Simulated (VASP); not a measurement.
## K2CdSe2O6 with vdW-DF2: from relaxation to properties

Aim: relax K2CdSe2O6, then compute properties on the relaxed cell. The steps: relaxing cell and atoms (vdW-DF2), second relaxation, density, ELF and potential (vdW-DF2) and bands along the symmetry lines (vdW-DF2). The start is a cell from a database of measured crystal structures.

Main program and level: VASP 6.6.1; vdW-DF2; plane waves and PAW (Cd, Se, K_sv, O).

### Step 1. The structure

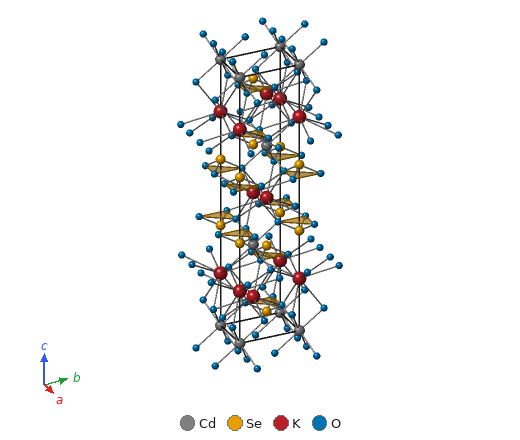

The starting structure, seen slightly off an axis (cadmium grey, selenium orange, potassium red, oxygen blue). This picture shows the conventional cell, with its axes. Some periodic images of atoms are drawn too.

Coordinates:

```
Cd Se K O
1.0
     2.84875    1.64473    6.31620
    -2.84875    1.64473    6.31620
     0.00000   -3.28945    6.31620
Cd Se K O
1 2 2 6
Direct
  0.00000 0.00000 0.00000
  0.37603 0.37603 0.37603
  0.62397 0.62397 0.62397
  0.19607 0.19607 0.19607
  0.80393 0.80393 0.80393
  0.25804 0.25804 0.72374
  0.72374 0.25804 0.25804
  0.25804 0.72374 0.25804
  0.27626 0.74196 0.74196
  0.74196 0.74196 0.27626
  0.74196 0.27626 0.74196
```

### Step 2. Relaxing cell and atoms (vdW-DF2)

The start need not lie at this functional's minimum. ISIF = 3 frees volume, shape and positions, and EDIFFG sets the threshold on forces and stress at which the search stops. vdW-DF2 was tuned for molecules and tends to expand solids. LUSE_VDW switches on a nonlocal correlation term for dispersion.

The input, INCAR:

```
SYSTEM = K2CdSe2O6
PREC = Accurate
ENCUT = 520
EDIFF = 1E-06
NELM = 100
ISMEAR = 0
SIGMA = 0.05
LREAL = .FALSE.
ALGO = Normal
GGA = ML
AGGAC = 0
LUSE_VDW = .TRUE.
ZAB_VDW = -1.8867
LASPH = .TRUE.
NBANDS = 50
LORBIT = 11
LWAVE = .FALSE.
LCHARG = .FALSE.
KPAR = 4
IBRION = 2
NSW = 60
ISIF = 3
EDIFFG = -0.01
```

The input, POSCAR:

```
K2CdSe2O6
1.0
    2.8487500000      1.6447265794      6.3162000000
   -2.8487500000      1.6447265794      6.3162000000
    0.0000000000     -3.2894531587      6.3162000000
Cd Se K O
1 2 2 6
Direct
    0.0000000000      0.0000000000      0.0000000000
    0.3760333333      0.3760333333      0.3760333333
    0.6239666667      0.6239666667      0.6239666667
    0.1960733333      0.1960733333      0.1960733333
    0.8039266667      0.8039266667      0.8039266667
    0.2580400000      0.2580400000      0.7237400000
    0.7237400000      0.2580400000      0.2580400000
    0.2580400000      0.7237400000      0.2580400000
    0.2762600000      0.7419600000      0.7419600000
    0.7419600000      0.7419600000      0.2762600000
    0.7419600000      0.2762600000      0.7419600000
```

The input, KPOINTS:

```
Automatic mesh
0
Gamma
6 6 6
0 0 0
```

Potentials, in the order of the species: Cd, Se, K_sv and O (PBE family, release 64).

On the command line:

```bash
> mpirun -np 4 vasp_std
```

The log of the run:

```text
[banner, memory and clock lines left out]
running    4 mpi-ranks, on    1 nodes
 distrk:  each k-point on    1 cores,    4 groups
 distr:  one band on    1 cores,    1 groups

 POSCAR found type information on POSCAR CdSeK O
 POSCAR found :  4 types and      11 ions
|                                                                             |
|               ----> ADVICE to this user running VASP <----                  |
|                                                                             |
|     You have switched on vdW-DFT.                                           |
|     This routine was written and supplied by Jiri Klimes. We recommend      |
|     that you carefully read and cite the following publications:            |
|       J. Klimes, D.R. Bowler, A. Michelides                                 |
|          J. Phys.: Cond Matt. 22 022201 (2010)                              |
|       J. Klimes, D.R. Bowler, A. Michelides                                 |
|          Phys. Rev. B. 83, 195131 (2011)                                    |
|     and references therein.                                                 |
|                                                                             |

|                                                                             |
|               ----> ADVICE to this user running VASP <----                  |
|                                                                             |
|     You enforced a specific xc type in the INCAR file but a different       |
|     [... a line on the potential file left out ...]
|     I HOPE YOU KNOW WHAT YOU ARE DOING!                                     |
|                                                                             |

 LDA part: xc-table for (Slater+PW92), standard interpolation
 POSCAR, INCAR and KPOINTS ok, starting setup
 FFT: planning ... GRIDC
 FFT: planning ... GRID_SOFT
 FFT: planning ... GRID
 WAVECAR not read
 entering main loop
       N       E                     dE             d eps       ncg     rms          rms(c)
DAV:   1     0.659213450543E+03    0.65921E+03   -0.40369E+04  3208   0.148E+03
DAV:   2     0.741231359051E+01   -0.65180E+03   -0.62882E+03  3858   0.391E+02
DAV:   3    -0.452054686588E+02   -0.52618E+02   -0.52162E+02  4192   0.110E+02
DAV:   4    -0.470181223228E+02   -0.18127E+01   -0.18058E+01  4632   0.169E+01
DAV:   5    -0.470769776717E+02   -0.58855E-01   -0.58825E-01  4688   0.263E+00    0.301E+01
DAV:   6    -0.320114777419E+02    0.15065E+02   -0.65917E+01  3994   0.528E+01    0.140E+01
DAV:   7    -0.321895283405E+02   -0.17805E+00   -0.68696E+00  3800   0.127E+01    0.786E+00
DAV:   8    -0.320564096704E+02    0.13312E+00   -0.12005E+00  3822   0.533E+00    0.259E+00
DAV:   9    -0.320063707460E+02    0.50039E-01   -0.16994E-01  4016   0.223E+00    0.739E-01
DAV:  10    -0.320084424848E+02   -0.20717E-02   -0.34080E-02  3758   0.102E+00    0.151E-01
DAV:  11    -0.320087636344E+02   -0.32115E-03   -0.21446E-03  5016   0.253E-01    0.972E-02
DAV:  12    -0.320088200617E+02   -0.56427E-04   -0.45751E-04  3760   0.121E-01    0.242E-02
DAV:  13    -0.320088226560E+02   -0.25943E-05   -0.56405E-05  4064   0.388E-02    0.123E-02
DAV:  14    -0.320088227188E+02   -0.62728E-07   -0.71559E-06  4088   0.143E-02
   1 F= -.32008823E+02 E0= -.32008823E+02  d E =-.320088E+02
 curvature:   0.00 expect dE= 0.000E+00 dE for cont linesearch  0.000E+00
 trial: gam= 0.00000 g(F)=  0.177E+01 g(S)=  0.166E+01 ort = 0.000E+00 (trialstep = 0.100E+01)
 search vector abs. value=  0.343E+01
 bond charge predicted
       N       E                     dE             d eps       ncg     rms          rms(c)
DAV:   1    -0.377250010713E+02   -0.57162E+01   -0.56853E+02  3200   0.138E+02    0.323E+01
DAV:   2    -0.320889223765E+02    0.56361E+01   -0.32298E+01  4074   0.344E+01    0.110E+01
DAV:   3    -0.310447702872E+02    0.10442E+01   -0.21727E+00  4236   0.835E+00    0.966E+00
DAV:   4    -0.307791178570E+02    0.26565E+00   -0.64998E-01  4352   0.351E+00    0.574E+00
DAV:   5    -0.307340955088E+02    0.45022E-01   -0.15028E-01  5364   0.198E+00    0.167E+00
DAV:   6    -0.307352232307E+02   -0.11277E-02   -0.32372E-02  4496   0.837E-01    0.332E-01
DAV:   7    -0.307348406704E+02    0.38256E-03   -0.31442E-03  4140   0.305E-01    0.109E-01
DAV:   8    -0.307349080289E+02   -0.67358E-04   -0.45604E-04  4664   0.110E-01    0.291E-02
DAV:   9    -0.307349050948E+02    0.29341E-05   -0.54049E-05  4110   0.445E-02    0.181E-02
DAV:  10    -0.307349054030E+02   -0.30826E-06   -0.46923E-06  4120   0.105E-02
   2 F= -.30734905E+02 E0= -.30734905E+02  d E =0.127392E+01
[... from here on, the cycles between the ionic steps are left out ...]
   3 F= -.32497724E+02 E0= -.32497724E+02  d E =-.488901E+00
   4 F= -.32499523E+02 E0= -.32499523E+02  d E =-.490700E+00
   5 F= -.32499620E+02 E0= -.32499620E+02  d E =-.490797E+00
   6 F= -.32577595E+02 E0= -.32577595E+02  d E =-.779758E-01
   7 F= -.32586239E+02 E0= -.32586239E+02  d E =-.866193E-01
   8 F= -.32588924E+02 E0= -.32588924E+02  d E =-.268525E-02
   9 F= -.32589616E+02 E0= -.32589616E+02  d E =-.337667E-02
  10 F= -.32591073E+02 E0= -.32591073E+02  d E =-.145729E-02
  11 F= -.32591737E+02 E0= -.32591737E+02  d E =-.212161E-02
  12 F= -.32592883E+02 E0= -.32592883E+02  d E =-.114531E-02
  13 F= -.32594648E+02 E0= -.32594648E+02  d E =-.291095E-02
  14 F= -.32594695E+02 E0= -.32594695E+02  d E =-.295802E-02
  15 F= -.32595193E+02 E0= -.32595193E+02  d E =-.498018E-03
  16 F= -.32595197E+02 E0= -.32595197E+02  d E =-.501868E-03
  17 F= -.32595418E+02 E0= -.32595418E+02  d E =-.220380E-03
  18 F= -.32595431E+02 E0= -.32595431E+02  d E =-.233685E-03
  19 F= -.32595433E+02 E0= -.32595433E+02  d E =-.235369E-03
  20 F= -.32595433E+02 E0= -.32595433E+02  d E =-.235363E-03
  21 F= -.32595462E+02 E0= -.32595462E+02  d E =-.298872E-04
  22 F= -.32595517E+02 E0= -.32595517E+02  d E =-.847936E-04
  23 F= -.32595523E+02 E0= -.32595523E+02  d E =-.904174E-04
  24 F= -.32595544E+02 E0= -.32595544E+02  d E =-.206846E-04
 trial-energy change:   -0.000021  1 .order   -0.000020   -0.000024   -0.000016
 step:   0.7407(harm=  0.7407)  dis= 0.00157  next Energy=   -32.595559 (dE=-0.356E-04)
 bond charge predicted
       N       E                     dE             d eps       ncg     rms          rms(c)
DAV:   1    -0.325955896041E+02   -0.46177E-04   -0.78363E-03  3204   0.398E-01    0.544E-02
DAV:   2    -0.325955638554E+02    0.25749E-04   -0.31616E-04  3832   0.991E-02    0.203E-02
DAV:   3    -0.325955585929E+02    0.52624E-05   -0.18469E-05  3994   0.245E-02    0.133E-02
DAV:   4    -0.325955582326E+02    0.36029E-06   -0.34051E-06  3604   0.907E-03
  25 F= -.32595558E+02 E0= -.32595558E+02  d E =-.352892E-04
 curvature:  -1.03 expect dE=-0.689E-04 dE for cont linesearch -0.118E-07
 trial: gam= 0.82346 g(F)=  0.218E-04 g(S)=  0.453E-04 ort =-0.175E-05 (trialstep = 0.351E+00)
 search vector abs. value=  0.245E-03
 reached required accuracy - stopping structural energy minimisation
```

It took 63 min on 4 MPI ranks of Intel Xeon 6975P-C (Granite Rapids), shared host; peak memory 5.3 GiB; 4.2 h of CPU time.

Lines that name or quote the potential files are left out of all logs, and their timing lines are given in words.

From OUTCAR (step 2):

```text
ion  position               nearest neighbor table
   1  0.000  0.000  0.000-   7 2.32   8 2.32   9 2.32  11 2.32  10 2.32   6 2.32   4 3.72   5 3.72

  LATTYP: Found a trigonal (rhomboedric) cell.
 ALAT       =     7.1214383746
 COS(alpha) =     0.6799607595

 Subroutine GETGRP returns: Found 12 space group operations
 (whereof 12 operations were pure point group operations)

The static configuration has the point symmetry D_3d.

 Found     32 irreducible k-points:

   k-points           NKPTS =     32   k-points in BZ     NKDIM =     32   number of bands    NBANDS=     50

   dimension x,y,z NGX =    54 NGY =   54 NGZ =   54
   dimension x,y,z NGXF=   108 NGYF=  108 NGZF=  108

   ENCUT  =  520.0 eV  38.22 Ry    6.18 a.u.  13.24 13.24 13.24*2*pi/ulx,y,z

   NELECT =      78.0000    total number of electrons

 k-points in reciprocal lattice and weights: Automatic mesh
   0.00000000  0.00000000  0.00000000       0.005
   0.16666667 -0.00000000  0.00000000       0.028
   0.33333333 -0.00000000  0.00000000       0.028
   0.50000000 -0.00000000  0.00000000       0.014
   0.16666667  0.16666667  0.00000000       0.028
   0.33333333  0.16666667  0.00000000       0.056
   0.50000000  0.16666667  0.00000000       0.056
  -0.33333333  0.16666667  0.00000000       0.056
  -0.16666667  0.16666667  0.00000000       0.028
[...]
-0.33333333  0.50000000  0.33333333       0.028
   0.50000000  0.50000000  0.50000000       0.005

 average (electrostatic) potential at core
       1 -39.8634       2 -59.9276       3 -59.9276       4 -35.4705       5 -35.4705
       6 -74.1276       7 -74.1276       8 -74.1276       9 -74.1276      10 -74.1276
      11 -74.1276

 E-fermi :   0.1156

 k-point     1 :       0.0000    0.0000    0.0000
  band No.  band energies     occupation
    ...
     35      -0.4300      2.00000
     36      -0.4101      2.00000
     37      -0.3924      2.00000
     38      -0.3924      2.00000
     39      -0.2618      2.00000
     40       3.1413      0.00000
     41       4.2798      0.00000
     42       4.2798      0.00000
     43       4.4624      0.00000
     44       5.3924      0.00000
    ...

 k-point     2 :       0.1667   -0.0000    0.0000
  band No.  band energies     occupation
    ...
     35      -0.6686      2.00000
     36      -0.4829      2.00000
     37      -0.4309      2.00000
     38      -0.3371      2.00000
     39      -0.3029      2.00000
     40       3.4406      0.00000
     41       4.2744      0.00000
     42       4.2809      0.00000
     43       4.7621      0.00000
     44       5.3454      0.00000
    ...

 k-point     3 :       0.3333   -0.0000    0.0000
  band No.  band energies     occupation
    ...
     35      -0.6897      2.00000
     36      -0.6383      2.00000
     37      -0.5445      2.00000
     38      -0.3816      2.00000
     39      -0.1959      2.00000
     40       3.8418      0.00000
     41       4.3168      0.00000
     42       4.6684      0.00000
     43       5.2182      0.00000
     44       5.4348      0.00000
    ...

Total vdW correction in eV:     15.0033646

  Total        0.0701554      0.0701554      0.0219922      0.0000000      0.0000000      0.0000000
  in kB        0.5863368      0.5863368      0.1838038      0.0000000      0.0000000      0.0000000
  external PRESSURE =       0.4521591 kB  Pullay stress =       0.0000000 kB

  energy-cutoff  :      520.00
  volume of cell :      191.70
      direct lattice vectors                 reciprocal lattice vectors
     2.934618503  1.694302783  6.425851376     0.170379898  0.098368880  0.051873801
    -2.934618503  1.694302783  6.425851376    -0.170379898  0.098368880  0.051873801
     0.000000000 -3.388605565  6.425851376     0.000000000 -0.196737759  0.051873801

 POSITION                                       TOTAL-FORCE (eV/Angst)
 -----------------------------------------------------------------------------------
      0.00000     -0.00000      0.00000        -0.000000     -0.000000     -0.000000
      0.00000      0.00000      7.27899         0.000000      0.000000      0.001779
      0.00000      0.00000     11.99856         0.000000     -0.000000     -0.001779
      0.00000      0.00000      3.76187         0.000000      0.000000      0.006202
      0.00000      0.00000     15.51569         0.000000     -0.000000     -0.006202
      0.00000     -1.59721      8.01129         0.000000     -0.006424      0.004507
      1.38322      0.79860      8.01129         0.005563      0.003212      0.004507
     -1.38322      0.79860      8.01129        -0.005563      0.003212      0.004507
     -1.38322     -0.79860     11.26627        -0.005563     -0.003212     -0.004507
      0.00000      1.59721     11.26627         0.000000      0.006424     -0.004507
      1.38322     -0.79860     11.26627         0.005563     -0.003212     -0.004507
 -----------------------------------------------------------------------------------
    total drift:                                0.000000     -0.000000      0.000000

  FREE ENERGIE OF THE ION-ELECTRON SYSTEM (eV)
  ---------------------------------------------------
  free  energy   TOTEN  =       -32.5955582326 eV

  energy  without entropy=      -32.5955582326  energy(sigma->0) =      -32.59555823

Total vdW correction in eV:     15.0034097

 reached required accuracy - stopping structural energy minimisation

 total charge
# of ion       s       p       d       tot
------------------------------------------
    1        0.297   0.208   9.643  10.147
    2        1.475   1.983   0.324   3.782
    3        1.475   1.983   0.324   3.782
    4        1.950   5.520   0.022   7.493
    5        1.950   5.520   0.022   7.493
    6        1.581   3.403   0.000   4.984
    7        1.581   3.403   0.000   4.984
    8        1.581   3.403   0.000   4.984
    9        1.581   3.403   0.000   4.984
   10        1.581   3.403   0.000   4.984
   11        1.581   3.403   0.000   4.984
--------------------------------------------------
tot         16.635  35.631  10.334  62.601

[... 3 further parts left out ...]
```

The gap is read on the k-mesh alone, so it is an upper bound where the band edges lie off the mesh. The PAW data sets were made with PBE, which is usual practice but a small mismatch for other functionals. The run keeps the 12 symmetry operations of its start, so it cannot find a distortion of lower symmetry.

Relaxation path (22 of 25):

```
step  energy less that of the first step (eV)  largest force (eV/Å)  pressure (GPa)  volume (Å³)
   1                                   0.0000                2.5117            9.86       177.56
   2                                   1.2739                5.0279           -8.77       204.29
   3                                  -0.4889                0.9852            1.38       185.62
   4                                  -0.4907                0.8479            1.72       185.21
   6                                  -0.5688                0.2837            0.47       190.39
   7                                  -0.5774                0.0962           -0.10       192.90
   8                                  -0.5801                0.0880            0.05       192.71
   9                                  -0.5808                0.1212            0.17       192.57
  10                                  -0.5823                0.0755            0.02       192.66
  11                                  -0.5829                0.1731           -0.21       192.80
  12                                  -0.5841                0.1541           -0.19       192.66
  14                                  -0.5859                0.0848           -0.13       192.17
  15                                  -0.5864                0.0377            0.05       191.96
  16                                  -0.5864                0.0350            0.04       191.98
  17                                  -0.5866                0.0179            0.00       191.98
  18                                  -0.5866                0.0173           -0.02       191.99
  19                                  -0.5866                0.0175           -0.02       191.98
  20                                  -0.5866                0.0179           -0.02       191.98
  22                                  -0.5867                0.0178           -0.01       191.84
  23                                  -0.5867                0.0253           -0.01       191.79
  24                                  -0.5867                0.0175            0.01       191.76
  25                                  -0.5867                0.0078            0.05       191.70
```

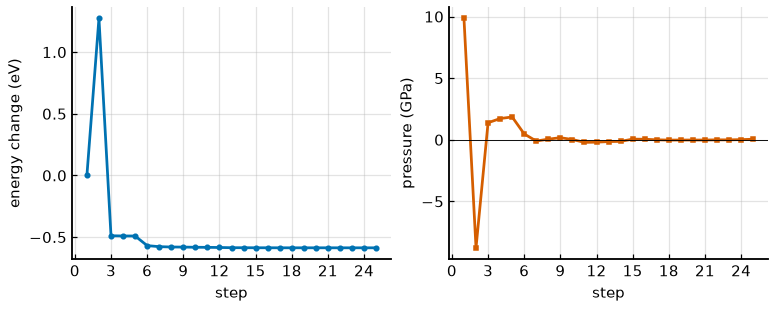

Energy and pressure along the relaxation.

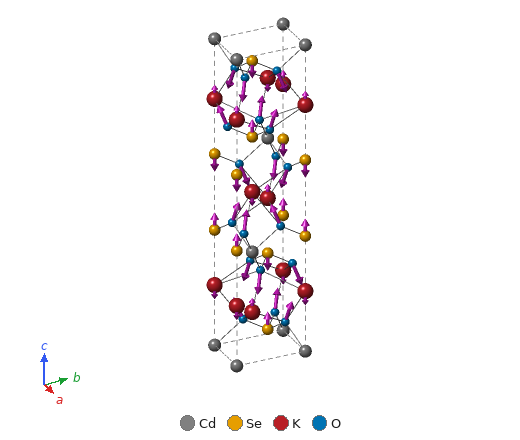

Displacements in the relaxation, exaggerated, measured against the changing cell; the longest in the cell stands for 0.05 Å. Bonds to atoms that aren't drawn are left out. Some periodic images of atoms are drawn too.

```
conventional cell, symmetrised  before   after  change
                         a (Å)   5.698   5.869  +3.0 %
                         b (Å)   5.698   5.869  +3.0 %
                         c (Å)  18.949  19.278  +1.7 %
              volume (Å³/atom)   16.14   17.43  +8.0 %
```

The atoms that moved most (Å, as changes of fractional coordinates times the final cell):

```
atom      dx      dy      dz  length
  O6   0.000  -0.019   0.044   0.048
 O10   0.000   0.019  -0.044   0.048
  O8  -0.017   0.010   0.044   0.048
  O7   0.017   0.010   0.044   0.048
  O9  -0.017  -0.010  -0.044   0.048
 O11   0.017  -0.010  -0.044   0.048
 Se3   0.000   0.000  -0.030   0.030
 Se2   0.000   0.000   0.030   0.030
```

Final coordinates:

```xyz
11
Lattice="2.9346 1.6943 6.4259 -2.9346 1.6943 6.4259 0.0000 -3.3886 6.4259" Properties=species:S:1:pos:R:3 pbc="T T T"
Cd    0.0000    0.0000    0.0000
Se    0.0000    0.0000    7.2790
Se    0.0000    0.0000   11.9986
K     0.0000    0.0000    3.7619
K     0.0000    0.0000   15.5157
O     0.0000   -1.5972    8.0113
O     1.3832    0.7986    8.0113
O    -1.3832    0.7986    8.0113
O    -1.3832   -0.7986   11.2663
O     0.0000    1.5972   11.2663
O     1.3832   -0.7986   11.2663
```

Numbers from this step:

```yaml
electrons: 78
bands: 50
irreducible_k_points: 32
symmetry_operations: 12
free_energy_toten: -32.60 eV
fermi_energy: 0.1156 eV
pressure: 0.04522 GPa
metallic: no
valence_top_at_k: -0.3333, 0.3333, 0
conduction_bottom_at_k: 0, 0, 0
least_direct_gap_at_k: 0, 0, 0
scf_cycles_over_all_ionic_steps: 155
gap_on_the_k_mesh: 3.270 eV
least_direct_gap_on_the_k_mesh: 3.403 eV
```

It ends with a largest force of 0.008 eV/Å and a pressure of 0.05 GPa. The volume lies +8.0 % from that of the database's start.

(Part 1 of 3 ends here.)

[Lines on the potential files, build, host, timing and source positions are cut from VASP's logs without a mark.]

[Logs are printed without paths, hosts, clocks, repeated set-up lines and the standing remarks that a program may print on its own settings, such as how far it seeks lower states.]

[Hosts, paths, dates, database ids (printed as entryN), source tags and the programs' standing remarks are cut or masked in the printed files.]

[A measured line is paired with the nearest computed mode of its activity, which favours agreement.]
